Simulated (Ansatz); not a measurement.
Geometry relaxation of H$_{18}$SO$_{8}$ (part 2 of 3)

Continued. System: H$_{18}$SO$_{8}$ (disordered cell, 27 atoms in the cell). Method: DFT PBE-D3(BJ), scalar-relativistic, plane waves, PAW, no spin polarisation (Ansatz 0.2.0); cutoff 420 eV, 1×1×1 k-mesh, Fermi–Dirac smearing of 0.02 eV. The run did not end well. It belongs to a series of runs on one base structure; here: start relaxed. The run did not end well; see the last part.

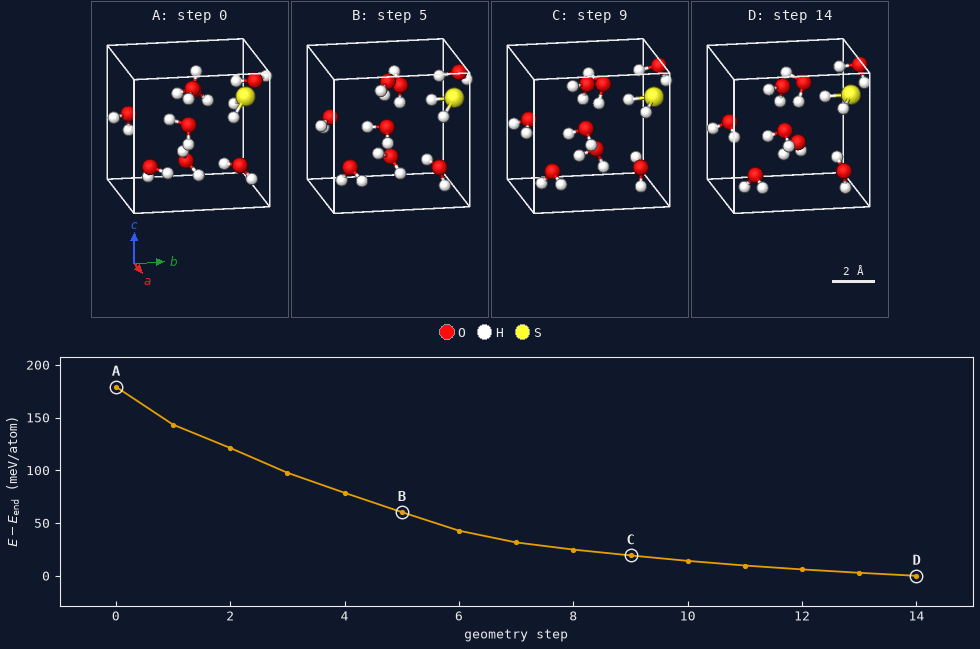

Fig. 1: Frames of the relaxation (ball-and-stick view of the cell of the calculation, seen slightly off an axis) above the curves, on which the letters mark them (the first geometry is step 0 here and step 1 in the log).

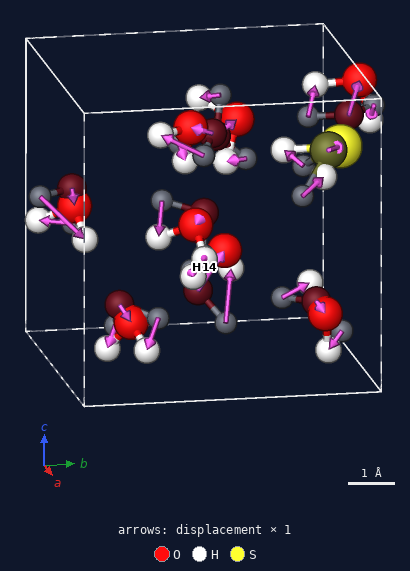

Fig. 2: Start (faint) and end (solid) with the displacements as pink arrows, at true length (ball-and-stick view of the cell of the calculation, seen slightly off an axis). The relaxation stopped without meeting its thresholds, so the last structure isn't shown to be converged. After 14 geometry steps the energy has fallen by 179 meV per atom. The largest force component goes from 1.5 to 0.54 eV/Å. H24 moves most: 1.38 Å. Largest moves by element: H 1.38 Å, O 1.25 Å, S 1.00 Å. The cell stays as it was. Among the contacts that change: S25–H26 1.339 → 1.365 Å, O10–H12 0.969 → 0.990 Å, S25–H27 1.339 → 1.354 Å, O10–H11 0.969 → 0.982 Å. Among the angles that change: H2–O1–H3 104.0° → 100.0°, H20–O19–H21 104.0° → 106.7°. (Atoms are counted from 1 in the order of the input.)

```
Step failed. What follows is not a result of the run: it is the report of the last solve that finished, which converged after 8 SCF iterations.
Free energy (F): -5732.019500 eV
Harris-Foulkes:  -5732.019500 eV  (|F-HF|=1.56e-8)
Internal energy: -5732.019500 eV  (E = F + TS)
E sigma→0 (E₀):  -5732.019500 eV
Fermi energy:    -0.159405 eV
--- Per-component energies (eV) ---
  E_band       = -675.062112
  E_kinetic    = 1749.961900
  E_local      = -5272.816547  (includes V_loc(G=0)·N_el)
  E_nonlocal   = 444.114244
  E_hartree    = 1874.188129
  E_xc         = -840.171208
  E_vxc        = -1036.877188  (∫ρ·V_xc dr)
  E_paw        = -1879.023972  (= ΣΔE_a)
  E_vpaw       = -307.819178  (= ΣTr[D̂ρ^β])
  E_aug_tail   = -0.001662  (compensation charges beyond the density's cutoff)
  E_ewald      = -1807.285268
  E_disp       = -0.985116  (pairwise vdW)
  E_smearing   = -0.000000  (= −TS)
  E_closure    = 0.000000  (closes the sum)
  Σ components = -5732.019500   (vs F -5732.019500, Δ=0.00e0)
--- Forces (eV/Å), atoms counted from 1 ---
  atom   1  O     -0.03459843    -0.01984992    -0.12929959
  atom   2  H      0.00878604    -0.02116327     0.03950584
  atom   3  H      0.01077800     0.02807535     0.04847705
  atom   4  O     -0.49488022    -0.06544866     0.01931659
  atom   5  H      0.07408587    -0.01072480     0.30198512
  atom   6  H      0.53700503     0.07335872    -0.30930507
  atom   7  O     -0.02441710     0.01845580    -0.04531286
  atom   8  H      0.03659500     0.00037274     0.05262090
  atom   9  H      0.03874951    -0.05853694    -0.00969848
  atom  10  O     -0.28762252    -0.01026586    -0.28915257
  atom  11  H      0.22570727    -0.09911758     0.35767577
  atom  12  H     -0.05966344     0.15370102     0.06352180
  atom  13  O      0.30560674    -0.02084917    -0.32173865
  atom  14  H     -0.31893902    -0.13286707     0.29430611
  atom  15  H      0.07254493     0.06919138     0.01294550
  atom  16  O     -0.00396451     0.01784828    -0.09437932
  atom  17  H     -0.02997410     0.01045908     0.02618093
  atom  18  H     -0.00180258     0.01138601     0.01998082
  atom  19  O     -0.06133862    -0.23513585    -0.13172691
  atom  20  H      0.02189666     0.12422954     0.03173612
  atom  21  H     -0.01636127     0.12171238     0.07824305
  atom  22  O      0.06313568     0.00848095    -0.09556709
  atom  23  H      0.01140785     0.02389009     0.00001115
  atom  24  H     -0.06343652     0.04312371     0.05487854
  atom  25  S      0.03851244    -0.09937545    -0.05362612
  atom  26  H     -0.07343723     0.00984496     0.05180084
  atom  27  H      0.02561000     0.05925271     0.02669101
  max |Σ_I F_I| component: 7.05e-5 eV/Å
End of that report.
Error: geometry relaxation did not converge after 15 steps: max|allowed force component| = 5.37e-1 eV/Å (threshold 3.0e-1). Raise `relax.max_steps` over both its present limit and 15, loosen `relax.f_tol`, or start from a geometry closer to equilibrium. Where this run's directory can be resumed (`checkpoint.write`), a resume goes on for up to `relax.max_steps` more
```

## Trajectory as extended XYZ (Å, eV, eV/Å), 15 frames, from step=1 to step=15
```
27
Lattice="6.6943 0.0000 0.0000 0.0000 6.6943 0.0000 0.0000 0.0000 6.6943" Properties=species:S:1:pos:R:3:forces:R:3 step=1 energy=-5727.17959
O     3.1058    6.6649    5.4115    0.3942   0.1492   0.5156
H     2.4299    7.3587    5.4190   -0.1130   0.0665  -0.2920
H     2.6017    5.8481    5.2820    0.1283  -0.2520   0.2803
O     6.3260    5.3020    2.0444    0.0821   0.0695   0.2513
H     6.1927    5.9086    1.3012   -0.1213  -0.2487  -0.0929
H     5.5912    4.6754    1.9702    0.0349   0.2374  -0.1633
O     6.4565    2.9306    6.0332    0.1761  -1.0822   1.3788
H     5.8116    2.3114    5.6606    0.3745   0.1306   0.0749
H     7.3126    2.5729    5.7552   -0.1910  -0.4408  -0.1128
O     2.2693    3.4329    1.3474   -0.4779   0.8221  -0.3003
H     2.7690    3.9607    0.7073    0.0333   0.2268   0.0048
H     2.9361    3.1532    1.9918   -0.1527  -0.1979   0.3268
O     5.0827    3.0161    3.8621   -0.5263   0.1629  -0.7556
H     5.5149    2.9208    3.0006    0.2741  -0.2301   0.1153
H     4.9035    2.1047    4.1365   -0.3171  -0.2840  -0.4232
O     3.6928    1.3824    1.4867    0.8285  -0.8163   0.2841
H     4.2518    2.1460    1.2803    0.1497  -0.2553  -0.3256
H     2.9844    1.4257    0.8276    0.0794   0.0764  -0.0090
O     2.0336    3.8819    4.7944    0.9231   0.0814   0.1979
H     1.5108    4.0830    5.5845   -0.2670   0.0640   0.0817
H     1.8158    4.5987    4.1805   -0.0373  -0.3460  -0.4196
O     1.4417    0.7549    3.6040   -0.2301   0.2331  -0.2910
H     1.1008    0.8389    2.7013   -0.0971   0.0387   0.0399
H     1.9586   -0.0639    3.5840    0.1391   0.2902  -0.2922
S     6.1773    5.6046    5.4419   -0.4750   1.4943  -0.0490
H     6.9480    4.8722    4.6271   -0.6562   0.1223  -0.0224
H     5.0470    5.2578    4.8124    0.0440  -0.1122  -0.0025
27
Lattice="6.6943 0.0000 0.0000 0.0000 6.6943 0.0000 0.0000 0.0000 6.6943" Properties=species:S:1:pos:R:3:forces:R:3 step=2 energy=-5728.14878
O     3.1201    6.6741    5.4690   -0.0866   0.3833   0.3234
H     2.4300    7.3578    5.3820    0.1330  -0.1178  -0.1952
H     2.6390    5.8413    5.3254    0.1842  -0.2274   0.1999
O     6.3194    5.3164    2.0573    0.0730   0.0513   0.1623
H     6.1971    5.8934    1.2892   -0.0479  -0.1739  -0.1256
H     5.5927    4.6846    1.9684   -0.0377   0.1143  -0.0906
O     6.4872    2.8147    6.1870    0.1899  -1.1337   0.1235
H     5.8193    2.3145    5.6666    0.4910   0.5247   0.3394
H     7.3156    2.5218    5.7472   -0.4765  -0.0781   0.2480
O     2.2408    3.5020    1.3480    0.0470   0.2855   0.0601
H     2.7839    3.9933    0.7121    0.0503   0.1444   0.0637
H     2.8863    3.1428    1.9900   -0.2930  -0.0193  -0.0169
O     5.0168    3.0040    3.7973   -0.0624   0.0223  -0.5466
H     5.5611    2.8985    2.9957    0.1396  -0.1212   0.3273
H     4.8583    2.0886    4.0804   -0.3211  -0.2033  -0.3503
O     3.7588    1.3267    1.4721    0.2481  -0.3059   0.0297
H     4.2926    2.1061    1.2576    0.2201  -0.1754  -0.2091
H     3.0055    1.4098    0.8589    0.2182  -0.0915   0.1022
O     2.1169    3.9119    4.8362    0.0618   0.6898   0.1472
H     1.4915    4.0863    5.5699   -0.0276  -0.0940  -0.1925
H     1.8159    4.5356    4.1391    0.1342  -0.7177   0.0203
O     1.4252    0.7752    3.5834   -0.0066   0.1657  -0.0835
H     1.0767    0.8507    2.6856   -0.1565   0.0297  -0.0856
H     1.9790   -0.0205    3.5507    0.1214   0.2603  -0.2484
S     6.1349    5.7533    5.4013   -0.4429   0.4552  -0.3348
H     6.8755    4.9058    4.6547   -0.4029   0.3210   0.1522
H     5.0258    5.2545    4.8226    0.0497   0.0122   0.1815
27
Lattice="6.6943 0.0000 0.0000 0.0000 6.6943 0.0000 0.0000 0.0000 6.6943" Properties=species:S:1:pos:R:3:forces:R:3 step=3 energy=-5728.74586
O     3.1197    6.7188    5.5320   -0.5176   0.5827   0.1135
H     2.4041    7.3643    5.3336    0.3925  -0.3567  -0.0244
H     2.6973    5.8499    5.3799    0.1542  -0.1508   0.1189
O     6.3091    5.3238    2.0597    0.0627   0.0796  -0.0019
H     6.2144    5.8553    1.2526    0.0303  -0.1790  -0.0581
H     5.5794    4.6961    1.9723   -0.0964   0.0344  -0.0073
O     6.5303    2.6824    6.3234   -0.2963  -1.1624  -1.7800
H     5.8210    2.3855    5.6537    1.0830   0.7936   1.2265
H     7.3207    2.4666    5.7522   -0.6639   0.0485   0.8511
O     2.2428    3.5420    1.3576    0.2448   0.1190   0.2535
H     2.8183    4.0261    0.7426   -0.0066   0.0647   0.1112
H     2.8618    3.1335    2.0030   -0.2814   0.0422  -0.2414
O     5.0014    2.9798    3.7560    0.3856  -0.3482  -0.4898
H     5.6638    2.8693    3.0334   -0.2874  -0.0594   0.6419
H     4.7502    2.0597    3.9780   -0.1814   0.1276  -0.3978
O     3.8078    1.3017    1.4859    0.1035   0.0514  -0.0571
H     4.3593    2.0526    1.2087    0.1816  -0.2675  -0.1071
H     3.0558    1.3654    0.8650    0.2662  -0.2153   0.1167
O     2.1816    3.9814    4.9219   -1.6110   1.2978  -0.7411
H     1.4102    4.0925    5.5509    0.7151  -0.2451  -0.4030
H     1.7837    4.4095    4.0869    0.8980  -1.0933   1.1799
O     1.4365    0.8166    3.5498    0.0810   0.0862  -0.0767
H     1.0287    0.8629    2.6729   -0.1411  -0.0250  -0.0019
H     2.0296    0.0487    3.4897    0.0632   0.2490  -0.2156
S     6.0517    5.8511    5.3684   -0.4605  -0.0087  -0.4015
H     6.8182    4.9821    4.6677   -0.2507   0.4148   0.1378
H     4.9683    5.2256    4.8500    0.1328   0.1200   0.2537
27
Lattice="6.6943 0.0000 0.0000 0.0000 6.6943 0.0000 0.0000 0.0000 6.6943" Properties=species:S:1:pos:R:3:forces:R:3 step=4 energy=-5729.38119
O     3.0787    6.7825    5.5830   -0.3350   0.3402   0.1824
H     2.3566    7.3712    5.2874    0.1509  -0.1786  -0.0403
H     2.7254    5.8794    5.4330    0.0598  -0.0476   0.0626
O     6.3007    5.3277    2.0539    0.0620   0.0671  -0.1109
H     6.2476    5.7993    1.2042    0.0234  -0.2361  -0.0020
H     5.5534    4.7152    1.9955   -0.0704   0.0592   0.0420
O     6.5483    2.6021    6.3398   -0.4007  -0.2306  -0.4494
H     5.8423    2.4662    5.6567    0.4381   0.2951   0.3253
H     7.3333    2.3501    5.8218   -0.0032  -0.1833   0.2375
O     2.2585    3.5689    1.3855   -0.0175   0.2216   0.1677
H     2.8428    4.0655    0.7916    0.0214   0.0407   0.0730
H     2.8631    3.1032    1.9950   -0.0101  -0.1291  -0.1524
O     5.0356    2.9375    3.7583   -0.4601  -1.0390   0.1554
H     5.7376    2.8266    3.0942    0.0459  -0.1457   0.1317
H     4.6245    2.0278    3.8338    0.3951   1.0101  -0.3642
O     3.8438    1.3138    1.5339    0.4017   0.5554  -0.3645
H     4.4590    1.9693    1.1289   -0.1428  -0.6588   0.1944
H     3.1288    1.2915    0.8656    0.2507  -0.2970   0.1170
O     2.1880    4.0419    4.9748   -1.0385   0.6938  -0.8611
H     1.3786    4.0897    5.5370    0.2933  -0.1773   0.0254
H     1.8077    4.2843    4.0794    0.6952  -0.5183   0.8768
O     1.4461    0.8496    3.5220    0.0926   0.0328  -0.2063
H     0.9624    0.8664    2.6780   -0.0514  -0.0970   0.2015
H     2.0954    0.1322    3.4086   -0.0336   0.2468  -0.2129
S     5.9538    5.9321    5.3444   -0.2650   0.1671  -0.1407
H     6.7614    5.1036    4.6559   -0.0883   0.2486   0.0040
H     4.8924    5.2461    4.8853   -0.0137  -0.0401   0.1085
27
Lattice="6.6943 0.0000 0.0000 0.0000 6.6943 0.0000 0.0000 0.0000 6.6943" Properties=species:S:1:pos:R:3:forces:R:3 step=5 energy=-5729.89414
O     2.9952    6.8500    5.6460   -0.3689   0.3525   0.2207
H     2.2915    7.4095    5.2564    0.1873  -0.2356  -0.0277
H     2.6740    5.9323    5.5005    0.0303   0.0077   0.0529
O     6.3303    5.2976    1.9939   -0.2132  -0.0873  -0.2406
H     6.2597    5.6632    1.0897    0.0358  -0.2848   0.1430
H     5.5260    4.7486    2.0650    0.2051   0.2932   0.0493
O     6.4728    2.6701    6.3976   -0.0529  -0.2409  -0.5750
H     5.8370    2.5757    5.6431    0.3620   0.2335   0.2308
H     7.2885    2.2911    6.0076   -0.3448  -0.0153   0.4043
O     2.2948    3.5714    1.4473    0.1338   0.1305   0.2653
H     2.8595    4.0398    0.8117   -0.0195  -0.0225   0.0746
H     2.9197    3.0155    1.9617   -0.1211  -0.0711  -0.2840
O     5.0672    2.9449    3.7416   -0.4995  -1.1019   0.2456
H     5.8125    2.8315    3.1272    0.0413  -0.1268   0.0559
H     4.6426    2.0365    3.7848    0.4939   1.1077  -0.3223
O     3.9326    1.2957    1.5365    0.3697   0.6862  -0.7477
H     4.5910    1.8732    1.0692   -0.2207  -0.6827   0.4003
H     3.2731    1.1674    0.8153    0.3020  -0.3543   0.2339
O     2.1513    4.0891    5.0210   -0.9540   0.5724  -0.8735
H     1.3097    4.0837    5.5344    0.2678  -0.1564   0.0843
H     1.8116    4.2712    4.0987    0.6387  -0.4063   0.8093
O     1.4492    0.8396    3.4746    0.0186  -0.0712  -0.3795
H     0.8673    0.7587    2.6897    0.1612  -0.1699   0.4481
H     2.1579    0.1840    3.3228   -0.1753   0.3030  -0.2288
S     5.8602    6.0281    5.2929   -0.2993   0.0392  -0.1753
H     6.7357    5.2698    4.6026   -0.0875   0.2380   0.0033
H     4.8547    5.2052    4.9158    0.1087   0.0643   0.1328
27
Lattice="6.6943 0.0000 0.0000 0.0000 6.6943 0.0000 0.0000 0.0000 6.6943" Properties=species:S:1:pos:R:3:forces:R:3 step=6 energy=-5730.38854
O     2.9087    6.9145    5.7526   -0.5052   0.3874  -0.0007
H     2.2635    7.4300    5.2087    0.3557  -0.3310   0.2046
H     2.6585    5.9814    5.5576   -0.0170   0.0419   0.0984
O     6.3641    5.2774    1.9543   -1.0017  -0.3557  -0.1382
H     6.2793    5.5511    1.0135    0.0036  -0.3350   0.3784
H     5.4920    4.8301    2.1472    1.0132   0.6963  -0.2464
O     6.4120    2.7117    6.4040    1.3606  -0.7592  -0.3223
H     5.8733    2.6572    5.5848    0.0582   0.0475  -0.2054
H     7.2513    2.2022    6.1643   -1.4815   0.6888   0.5658
O     2.3122    3.6554    1.5459    1.2660  -0.6791   0.2516
H     2.8535    4.0256    0.8162   -0.3626  -0.1211   0.3601
H     2.9257    2.9231    1.8894   -0.8347   0.7303  -0.5788
O     5.1023    2.9268    3.7641   -0.3630  -0.6476   0.2390
H     5.8447    2.8249    3.1501    0.1960  -0.0163  -0.1190
H     4.6357    2.0560    3.7028    0.2616   0.6331  -0.1159
O     3.9689    1.3328    1.5434    0.0882   0.3135  -1.6363
H     4.6961    1.7735    1.0204   -0.3221  -0.4407   0.6012
H     3.3980    1.0271    0.7678    0.5037  -0.0589   0.8089
O     2.1261    4.1680    5.0414   -0.6453   0.2340  -0.3724
H     1.2782    4.0409    5.5245    0.2199  -0.0658   0.0886
H     1.8334    4.1995    4.1022    0.4119  -0.1327   0.2918
O     1.4783    0.8391    3.4411   -0.5201  -0.2253  -0.7803
H     0.7726    0.6461    2.7577    0.8433  -0.1070   0.9213
H     2.2193    0.2385    3.2195   -0.3301   0.2670  -0.2573
S     5.7795    6.1180    5.2499   -0.3459  -0.2200  -0.2207
H     6.7096    5.4046    4.5748   -0.1007   0.2185   0.0568
H     4.8289    5.1878    4.9496    0.2479   0.2390   0.1273
27
Lattice="6.6943 0.0000 0.0000 0.0000 6.6943 0.0000 0.0000 0.0000 6.6943" Properties=species:S:1:pos:R:3:forces:R:3 step=7 energy=-5730.86308
O     2.8339    6.9488    5.8231   -0.2375   0.2589   0.1484
H     2.2687    7.4341    5.1803    0.1428  -0.1957   0.0767
H     2.6232    6.0093    5.6228   -0.0977  -0.0166   0.0153
O     6.3521    5.3195    1.9600   -0.2233  -0.0077  -0.7183
H     6.3101    5.4186    0.9752    0.0599  -0.1771   0.7678
H     5.4823    4.9321    2.1814    0.2148   0.2339  -0.0244
O     6.4000    2.7342    6.4057    1.0019  -0.6679  -0.1413
H     5.9344    2.6675    5.5421   -0.1424   0.0365  -0.1989
H     7.1683    2.1097    6.2912   -0.8986   0.5934   0.3377
O     2.3913    3.7114    1.6613    1.2212  -0.8221  -0.3970
H     2.8126    4.0409    0.8324   -0.4581  -0.0945   0.6164
H     2.9397    2.8688    1.8031   -0.6557   0.8741  -0.1581
O     5.1528    2.9007    3.7931   -0.1817  -0.5029  -0.0126
H     5.8751    2.8261    3.1466    0.0933   0.0777  -0.0258
H     4.6195    2.0922    3.6119    0.2257   0.4455   0.0338
O     4.0016    1.3604    1.4896    0.0319   0.0905  -0.6037
H     4.7733    1.6981    0.9800   -0.0644  -0.0641   0.2234
H     3.4559    0.9708    0.7565    0.1320  -0.0756   0.1584
O     2.0922    4.2596    5.0687   -0.8185  -0.1883  -0.6916
H     1.2424    4.0000    5.5023    0.3730   0.0431   0.0242
H     1.8997    4.1163    4.1049    0.4327   0.1332   0.6861
O     1.4924    0.8336    3.4081   -0.4954  -0.3192  -0.5894
H     0.7144    0.5022    2.8755    0.8151   0.0140   0.5984
H     2.2560    0.3134    3.0822   -0.3518   0.2085  -0.1161
S     5.7038    6.1753    5.2280   -0.1726  -0.0822  -0.0980
H     6.6681    5.4944    4.5714    0.0040   0.1198   0.0448
H     4.8018    5.2055    4.9505    0.0491   0.0858   0.0434
```
